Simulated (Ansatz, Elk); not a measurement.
# Ca6SnW: X-ray structure factors from the self-consistent density

The structure of Ca6SnW used here is made up (a known structure type with other elements) and was relaxed beforehand with PBEsol. The aim is the Fourier transform of its all-electron density, F(hkl), set beside the sum over free spherical atoms that refinements use.

Main program and level: Elk 11.2.3 (patched build); DFT, PBE, all-electron APW+lo, Dirac cores, scalar-relativistic bands, static density, no spin.

The structure was built from a prototype and need not be the compound's stable phase.

## Step 1: Starting point

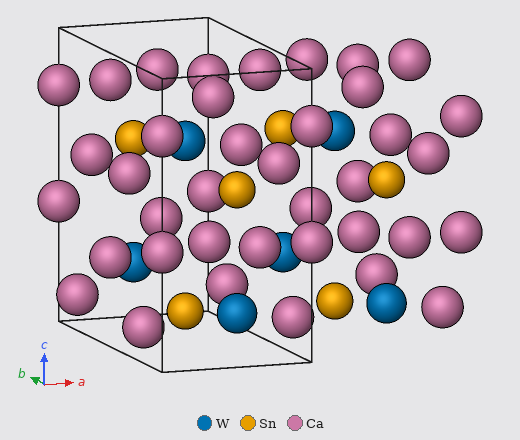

The starting structure, seen slightly off an axis (tungsten blue, tin orange, calcium pink). 2×1×1 cells are drawn. This picture shows the conventional cell, with its axes. Some periodic images of atoms are drawn too.

## Step 2: Ground state and structure factors

An all-electron density is needed, since X-rays see the cores too. Task 0 finds the density and task 195 Fourier-transforms it; tshift is off so that phases refer to the origin typed.

Input file elk.in:

```
tasks
  0
  195

xctype
  20

spinpol
  .false.

rgkmax
  7.0

gmaxvr
  14.0

lmaxo
  7

lmaxapw
  8

swidth
  0.002

tshift
  .false.

ramdisk
  .false.

hmaxvr
  5.5

maxscl
  120

epspot
  1e-06

sppath
  './'

avec
  9.68914253545 0.00000000000 0.00000000000
  0.00000000000 9.10521180222 9.07678673618
  0.00000000000 -9.10521180222 9.07678673618

atoms
  3
  'W.in'
  1
  0.5000000000 0.1841638936 0.1841638936   0.000000 0.000000 0.000000
  'Sn.in'
  1
  0.5000000000 0.6048412821 0.6048412821   0.000000 0.000000 0.000000
  'Ca.in'
  6
  0.0000000000 0.8044724096 0.8044724096   0.000000 0.000000 0.000000
  0.0000000000 0.4088720882 0.4088720882   0.000000 0.000000 0.000000
  -0.0000000000 0.3038476097 0.9409179988   0.000000 0.000000 0.000000
  -0.0000000000 0.9409179988 0.3038476097   0.000000 0.000000 0.000000
  0.5000000000 0.1118636475 0.6491210707   0.000000 0.000000 0.000000
  0.5000000000 0.6491210707 0.1118636475   0.000000 0.000000 0.000000

ngridk
  5 4 4
```

On the command line:

```
$ OMP_NUM_THREADS=4 elk
```

Numbers of over 12 decimals in the logs are rounded to 6 here.

The program printed:

```text
┌─────────────────────────┐
│ Elk code version 11.2.3 │
└─────────────────────────┘

All units are atomic (Hartree, Bohr, etc.)

┌─────────────────────────────────────────────────┐
│ Ground-state run starting from atomic densities │
└─────────────────────────────────────────────────┘

Lattice vectors :
   9.689142535       0.000000000       0.000000000
   0.000000000       9.105211802       9.076786736
   0.000000000      -9.105211802       9.076786736

Reciprocal lattice vectors :
  0.6484769198       0.000000000      -0.000000000
  -0.000000000      0.3450323531      0.3461128640
   0.000000000     -0.3450323531      0.3461128640

Unit cell volume      :    1601.539021
Brillouin zone volume :   0.1548824038

Muffin-tin inner radius fraction :   0.1000000000E-01

Nuclei treated as point charges

Species : 1 (W)
 parameters loaded from : W.in
 name : tungsten
 nuclear charge    :   -74.00000000
 electronic charge :    74.00000000
 atomic mass :    335119.8193
 muffin-tin radius :    2.800000000
 number of radial points in muffin-tin :   1393
 inner part over the whole radius :   0.9904299836E-02
 number on inner part of muffin-tin    :    999
 approximate nuclear radius :   0.1010025921E-03
 number of mesh points to nuclear radius :    520
 atomic positions (lattice), magnetic fields (Cartesian) :
  1 :   0.50000000  0.18416389  0.18416389    0.00000000  0.00000000  0.00000000

Species : 2 (Sn)
 parameters loaded from : Sn.in
 name : tin
 nuclear charge    :   -50.00000000
 electronic charge :    50.00000000
 atomic mass :    216395.0922
 muffin-tin radius :    2.600000000
 number of radial points in muffin-tin :   1193
 inner part over the whole radius :   0.9914297220E-02
 number on inner part of muffin-tin    :    850
 approximate nuclear radius :   0.8828114845E-04
 number of mesh points to nuclear radius :    428
 atomic positions (lattice), magnetic fields (Cartesian) :
  1 :   0.50000000  0.60484128  0.60484128    0.00000000  0.00000000  0.00000000

Species : 3 (Ca)
 parameters loaded from : Ca.in
 name : calcium
 nuclear charge    :   -20.00000000
 electronic charge :    20.00000000
 atomic mass :    73057.72475
 muffin-tin radius :    2.400000000
 number of radial points in muffin-tin :    993
 inner part over the whole radius :   0.9970789793E-02
 number on inner part of muffin-tin    :    698
 approximate nuclear radius :   0.6614485811E-04
 number of mesh points to nuclear radius :    321
 atomic positions (lattice), magnetic fields (Cartesian) :
  1 :   0.00000000  0.80447241  0.80447241    0.00000000  0.00000000  0.00000000
  2 :   0.00000000  0.40887209  0.40887209    0.00000000  0.00000000  0.00000000
  3 :   0.00000000  0.30384761  0.94091800    0.00000000  0.00000000  0.00000000
  4 :   0.00000000  0.94091800  0.30384761    0.00000000  0.00000000  0.00000000
  5 :   0.50000000  0.11186365  0.64912107    0.00000000  0.00000000  0.00000000
  6 :   0.50000000  0.64912107  0.11186365    0.00000000  0.00000000  0.00000000

Total number of atoms per unit cell :    8
Total muffin-tin volume :    513.0095140
 ratio of muffin-tin to unit cell volume :   0.3203228314

Spin treatment :
 spin-unpolarised

Number of Bravais lattice symmetries :    8
Number of crystal symmetries         :    4
Crystal has no inversion symmetry
Complex Hermitian eigensolver will be used

k-point grid :      5     4     4
k-point offset :    0.000000000       0.000000000       0.000000000
k-point set is reduced with full crystal symmetry group
Total number of k-points :       30

Muffin-tin radius times maximum |G+k| :    7.000000000
 using average radius
Maximum |G+k| for APW functions       :    2.828282828
Maximum (1/2)|G+k|²                   :    3.999591878
Maximum |G| for potential and density :    14.00000000
Constant for pseudocharge density :   10
 order of it for each species :   17  17  17
 order of it for pair densities of each species (exact exchange by exxq0 0: 18) :   13  11   9
Radial integration step length :    1

[...]
xc potential                :     -944.99803258054
 exchange                    :     -695.85189362078
 correlation                 :     -12.105789533969
 electron entropic           :    -0.16761058141509E-02
 total energy                :     -26428.378997560

Density of states at Fermi energy :    118.8642634
 (states/Hartree/unit cell)

Estimated indirect band gap :   0.5385028094E-03
 from k-point 7 to k-point 19
Estimated direct band gap   :   0.6957399909E-02
 at k-point 19

Charges :
 core                        :    136.0000000
 valence                     :    108.0000000
 interstitial                :    13.66562270
 muffin-tins (core leakage)
  species : 1 (W)
[...]
species : 2 (Sn)
[...]
species : 3 (Ca)
[...]
total in muffin-tins        :    230.3343773
 total calculated charge     :    243.9998996
 total charge                :    244.0000000
 error                       :   0.1003751551E-03

RMS change in Kohn-Sham potential (target) :   0.2628769194     (  0.1000000000E-05)
Absolute change in total energy (target)   :   0.3469659029     (  0.1000000000E-03)

[... loops 3 to 17 left out ...]

┌──────────────────┐
│ Loop number : 18 │
└──────────────────┘

Energies :
 Fermi                       :     0.178350
 sum of occupied eigenvalues :     -16024.121404428
 electron kinetic            :      28833.253694834
 core electron kinetic       :      27688.083422589
 Coulomb                     :     -54553.003011729
 Coulomb potential           :     -43934.940374406
 nuclear-nuclear             :     -2136.4134254708
 electron-nuclear            :     -60936.832403403
 Hartree                     :      8520.2428171447
 Madelung                    :     -32585.532824526
 xc potential                :     -922.43472485591
 exchange                    :     -695.64504080498
 correlation                 :     -12.102109677854
 electron entropic           :    -0.28354761028491E-02
 total energy                :     -26427.499302854

Density of states at Fermi energy :    211.0926536
 (states/Hartree/unit cell)

Estimated indirect band gap :   0.1298416246E-02
 from k-point 23 to k-point 28
Estimated direct band gap   :   0.4858171747E-02
 at k-point 23

Charges :
 core                        :    136.0000000
 valence                     :    108.0000000
 interstitial                :    14.06582046
 muffin-tins (core leakage)
  species : 1 (W)
[...]
species : 2 (Sn)
[...]
species : 3 (Ca)
[...]
total in muffin-tins        :    229.9341795
 total calculated charge     :    243.9999038
 total charge                :    244.0000000
 error                       :   0.9620657411E-04

RMS change in Kohn-Sham potential (target) :   0.3697121117E-06 (  0.1000000000E-05)
Absolute change in total energy (target)   :   0.7343892503E-04 (  0.1000000000E-03)

Convergence targets achieved

┌──────────────────┐
│ Loop number : 19 │
└──────────────────┘

Energies :
 Fermi                       :     0.178350
 sum of occupied eigenvalues :     -16024.121389129
 electron kinetic            :      28833.253693526
 core electron kinetic       :      27688.083417579
 Coulomb                     :     -54553.003011271
 Coulomb potential           :     -43934.940358441
 nuclear-nuclear             :     -2136.4134254708
 electron-nuclear            :     -60936.832418856
 Hartree                     :      8520.2428330557
 Madelung                    :     -32585.532832051
 xc potential                :     -922.43472421442
 exchange                    :     -695.64504095005
 correlation                 :     -12.102109683691
 electron entropic           :    -0.28354716698941E-02
 total energy                :     -26427.499303851

Density of states at Fermi energy :    211.0922756
 (states/Hartree/unit cell)

Estimated indirect band gap :   0.1298417194E-02
 from k-point 23 to k-point 28
Estimated direct band gap   :   0.4858170264E-02
 at k-point 23

Charges :
 core                        :    136.0000000
 valence                     :    108.0000000
 interstitial                :    14.06582014
 muffin-tins (core leakage)
  species : 1 (W)
[...]
species : 2 (Sn)
[...]
species : 3 (Ca)
[...]
atom 4                    :    18.22259611     ( -0.1986785030E-06)
   atom 5                    :    18.18018492     ( -0.1987330975E-06)
   atom 6                    :    18.18018492     ( -0.1987330975E-06)
 total in muffin-tins        :    229.9341799
 total calculated charge     :    243.9999038
 total charge                :    244.0000000
 error                       :   0.9620650778E-04

┌──────────────────────────────┐
│ Self-consistent loop stopped │
└──────────────────────────────┘

Wrote STATE.OUT
```

It took 83 s on 4 threads of AMD EPYC 9B45 (Zen 5), shared host; peak memory 0.46 GiB; 4.4 min of CPU time.

SFACRHO.OUT:

```text

h k l indices transformed by vhmat matrix:
   1.000000000       0.000000000       0.000000000    
   0.000000000       1.000000000       0.000000000    
   0.000000000       0.000000000       1.000000000    

      h      k      l  multipl.   |H|            Re(F)            Im(F)           |F|

      0      0      0      1   0.0000000       244.00000      0.18941407E-15   244.00000    
      0      0     -1      2  0.48871407      -4.1770757      -36.813775       37.049993    
      0      1      0      2  0.48871407      -4.1770757       36.813775       37.049993    
     -1      0      0      2  0.64847692      -81.650939     -0.17566241E-13   81.650939    
      0      1     -1      2  0.69006471       94.501073     -0.20836705E-14   94.501073    
      0     -1     -1      1  0.69222573      -38.420872      -69.357370       79.288134    
      0      1      1      1  0.69222573      -38.420872       69.357370       79.288134    
     -1     -1      0      4  0.81201216       6.9963252       29.135378       29.963625    
      1      0      1      4  0.81201216       6.9963252      -29.135378       29.963625    
      1     -1      1      4  0.94694858      -68.184631      0.83346820E-14   68.184631    
     -1     -1     -1      2  0.94852452       27.164221       52.275230       58.911752    
     -1      1      1      2  0.94852452       27.164221      -52.275230       58.911752    
      0      0      2      2  0.97742813      -42.463107       76.744829       87.709088    
      0     -2      0      2  0.97742813      -42.463107      -76.744829       87.709088    
      0     -2      1      2   1.0914303      -44.217249      -13.857614       46.337874    
      0      2     -1      2   1.0914303      -44.217249       13.857614       46.337874    
      0     -1     -2      2   1.0941638      -66.359959       30.309843       72.954306    
      0      2      1      2   1.0941638      -66.359959      -30.309843       72.954306
```

Elk indexes on the primitive cell of elk.in and gives |H| = 4π sin θ/λ in inverse bohr. Below, one row stands for each form hkl of the conventional cell (m members, Friedel mates merged), F is for one primitive cell and the density is static (no thermal factor). Free-atom factors are Waasmaier and Kirfel's, and R is Σm||F|−|F'||/Σm|F|.

| hkl | m | sin θ/λ (Å⁻¹) | abs F, DFT | neutral atoms | diff. | abs of complex diff. |
| --- | --- | --- | --- | --- | --- | --- |
| 011 | 4 | 0.073 | 37.050 | 36.846 | +0.204 | 0.214 |
| 100 | 2 | 0.098 | 81.651 | 81.654 | -0.003 | 0.003 |
| 020 | 2 | 0.104 | 94.501 | 94.208 | +0.293 | 0.293 |
| 002 | 2 | 0.104 | 79.288 | 79.193 | +0.095 | 0.205 |
| 111 | 8 | 0.122 | 29.964 | 30.078 | -0.114 | 0.151 |
| 120 | 4 | 0.142 | 68.185 | 68.337 | -0.152 | 0.152 |
| 102 | 4 | 0.143 | 58.912 | 59.046 | -0.134 | 0.138 |
| 022 | 4 | 0.147 | 87.709 | 87.673 | +0.036 | 0.118 |
| 031 | 4 | 0.164 | 46.338 | 46.223 | +0.115 | 0.428 |
| 013 | 4 | 0.165 | 72.954 | 73.090 | -0.136 | 0.148 |
| 122 | 8 | 0.176 | 161.835 | 161.846 | -0.011 | 0.104 |
| 131 | 8 | 0.191 | 66.240 | 66.267 | -0.027 | 0.128 |
| 113 | 8 | 0.191 | 95.411 | 95.486 | -0.075 | 0.156 |
| 200 | 2 | 0.195 | 189.835 | 190.082 | -0.247 | 0.247 |
| 040 | 2 | 0.207 | 150.873 | 150.908 | -0.035 | 0.035 |
| 004 | 2 | 0.208 | 110.406 | 110.418 | -0.012 | 0.017 |
| 211 | 8 | 0.208 | 32.525 | 32.720 | -0.195 | 0.206 |
| 033 | 4 | 0.221 | 54.850 | 55.108 | -0.257 | 0.298 |
| 220 | 4 | 0.221 | 82.328 | 82.952 | -0.624 | 0.624 |
| 202 | 4 | 0.221 | 69.659 | 70.197 | -0.537 | 0.543 |
| 140 | 4 | 0.229 | 99.688 | 100.207 | -0.519 | 0.519 |
| 104 | 4 | 0.230 | 59.502 | 59.582 | -0.080 | 0.234 |

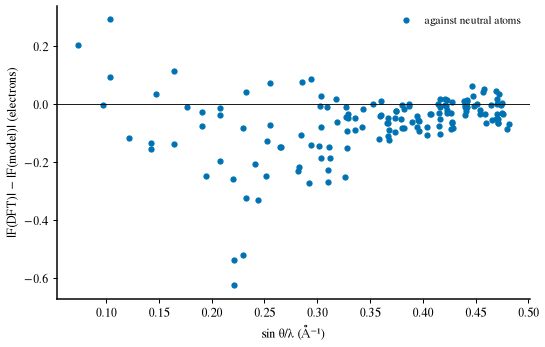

Difference between the calculated structure factors and the independent-atom ones.

## Step 3: The highest occupied states alone

An energy window below the Fermi level keeps the highest occupied states, to see at which angles they scatter; shallow core shells can lie inside it and anion s states outside. No new self-consistency is needed.

elk.in, as its differences from that of step 2:

```diff
@@ -1,3 +1,2 @@
 tasks
-  0
   195
@@ -40,2 +39,5 @@
 
+wsfac
+  -0.189140 0.478350
+
 sppath
```

On the command line:

```
$ OMP_NUM_THREADS=4 elk
```

The program printed:

```text
┌─────────────────────────────────┐
│ Elk code version 11.2.3 started │
└─────────────────────────────────┘

Info(readinput): the functional depends on the density's gradient
 muffin-tin radial points multiplied by    2.00000
 (not where nrmtscf is given)

┌────────────────────┐
│ Current task : 195 │
└────────────────────┘

Info(sfacrho): density structure factors written to SFACRHO.OUT

 Energy window :  -0.1891400000      0.4783500000

┌──────────────────┐
│ Elk code stopped │
└──────────────────┘
```

It took 18 s on 4 threads; peak memory 0.27 GiB.

States within 10 eV below the Fermi level hold 22.00 electrons; any levels below the window count with the cores. Their amplitudes can exceed the total, where window and core parts have opposite phase:

| hkl | sin θ/λ (Å⁻¹) | abs F, window | abs F, all |
| --- | --- | --- | --- |
| 011 | 0.073 | 2.713 | 37.050 |
| 100 | 0.098 | 4.864 | 81.651 |
| 020 | 0.104 | 5.262 | 94.501 |
| 002 | 0.104 | 4.404 | 79.288 |
| 111 | 0.122 | 1.528 | 29.964 |
| 120 | 0.142 | 2.989 | 68.185 |
| 102 | 0.143 | 2.693 | 58.912 |
| 022 | 0.147 | 2.775 | 87.709 |
| 031 | 0.164 | 0.815 | 46.338 |
| 013 | 0.165 | 1.653 | 72.954 |

## Step 4: Another functional

The difference from free atoms is small, so it is set against the change that PBEsol makes.

elk.in, as its differences from that of step 3:

```diff
@@ -1,2 +1,3 @@
 tasks
+  0
   195
@@ -4,3 +5,3 @@
 xctype
-  20
+  22
 
@@ -39,5 +40,2 @@
 
-wsfac
-  -0.189140 0.478350
-
 sppath
```

On the command line:

```
$ OMP_NUM_THREADS=4 elk
```

The program printed:

```text
┌─────────────────────────┐
│ Elk code version 11.2.3 │
└─────────────────────────┘

All units are atomic (Hartree, Bohr, etc.)

┌─────────────────────────────────────────────────┐
│ Ground-state run starting from atomic densities │
└─────────────────────────────────────────────────┘

Lattice vectors :
   9.689142535       0.000000000       0.000000000
   0.000000000       9.105211802       9.076786736
   0.000000000      -9.105211802       9.076786736

Reciprocal lattice vectors :
  0.6484769198       0.000000000      -0.000000000
[...]
interstitial                :    14.06873673
 muffin-tins (core leakage)
  species : 1 (W)
[...]
species : 2 (Sn)
[...]
species : 3 (Ca)
[...]
atom 5                    :    18.17828320     ( -0.1984900191E-06)
   atom 6                    :    18.17828320     ( -0.1984900191E-06)
 total in muffin-tins        :    229.9312633
 total calculated charge     :    243.9999035
 total charge                :    244.0000000
 error                       :   0.9648169541E-04

┌──────────────────────────────┐
│ Self-consistent loop stopped │
└──────────────────────────────┘

Wrote STATE.OUT
[key lines of the parts left out:]
total energy                :     -26414.933813545
```

Run time: 82 s. Hardware: 4 threads; peak memory 0.46 GiB.

Against the first run R = 0.01 %; the largest change is -0.038 at 035.

## Step 5: A coarser k-mesh

About half the k-points along each axis test the sampling.

elk.in, as its differences from that of step 4:

```diff
@@ -5,3 +5,3 @@
 xctype
-  22
+  20
 
@@ -66,2 +66,2 @@
 ngridk
-  5 4 4
+  2 2 2
```

On the command line:

```
$ OMP_NUM_THREADS=4 elk
```

The program printed:

```text
┌─────────────────────────┐
│ Elk code version 11.2.3 │
└─────────────────────────┘

All units are atomic (Hartree, Bohr, etc.)

┌─────────────────────────────────────────────────┐
│ Ground-state run starting from atomic densities │
└─────────────────────────────────────────────────┘

Lattice vectors :
   9.689142535       0.000000000       0.000000000
   0.000000000       9.105211802       9.076786736
   0.000000000      -9.105211802       9.076786736

Reciprocal lattice vectors :
  0.6484769198       0.000000000      -0.000000000
[...]
interstitial                :    14.04289316
 muffin-tins (core leakage)
  species : 1 (W)
[...]
species : 2 (Sn)
[...]
species : 3 (Ca)
[...]
atom 5                    :    18.18125107     ( -0.1987345328E-06)
   atom 6                    :    18.18125107     ( -0.1987345328E-06)
 total in muffin-tins        :    229.9571068
 total calculated charge     :    243.9998918
 total charge                :    244.0000000
 error                       :   0.1082014633E-03

┌──────────────────────────────┐
│ Self-consistent loop stopped │
└──────────────────────────────┘

Wrote STATE.OUT
[key lines of the parts left out:]
total energy                :     -26427.500659002
```

Run time: 38 s. Hardware: 4 threads; peak memory 0.4 GiB; 80 s of CPU time.

Against the first run R = 0.02 %; the largest change is -0.111 at 200.

## Step 6: Settings against the effect

| run | R against the first run (%) | R against neutral atoms, low angle (%) | wall time |
| --- | --- | --- | --- |
| PBE, rgkmax 7 | 0.00 | 0.24 | 83 s |
| PBEsol | 0.01 | 0.24 | 82 s |
| k-mesh 2×2×2 | 0.02 | 0.25 | 38 s |

## Step 7: Results

```yaml
r_against_neutral_atoms_sin_theta_lambda_0p3_a_minus1: 0.24 %
r_against_neutral_atoms_0p3_to_0p48_a_minus1: 0.08 %
```

**Reading.** Independent neutral atoms miss the calculated amplitudes by R = 0.24 % below 0.3 Å⁻¹ and 0.08 % from there to 0.48 Å⁻¹; by shells, 0.22 % below 0.15 Å⁻¹ (8 forms), 0.25 % 0.15 to 0.3 (31 forms), 0.08 % 0.3 to 0.45 (86 forms), 0.08 % above 0.45 (24 forms). Bonding, aspherical density and the tables' own atoms all enter these figures, and the runs don't part them. The largest change of an amplitude is -0.62 electrons, at 220. R counts amplitudes alone; phases shift too. The window's part falls from 22.0 electrons at the origin to at most 0.22 between 0.45 and 0.48 Å⁻¹. Below 0.3 Å⁻¹ the changes that finished (PBEsol and k-mesh 2×2×2) move F by R = 0.02 % at most, against the 0.24 % that separates it from free atoms. The basis has no finished test. These runs have no spin, though d or f shells may be open. Spin-orbit coupling is left out, which can matter for elements this heavy. Part of the difference isn't bonding: the tables are fits to free atoms and ions calculated by other methods than this functional. Thermal motion, anomalous dispersion and extinction are left out.

[Logs are printed without paths, hosts, clocks, repeated set-up lines and the standing remarks that a program may print on its own settings, such as how far it seeks lower states.]

[Hosts, paths, dates, database ids (printed as entryN), source tags and the programs' standing remarks are cut or masked in the printed files.]
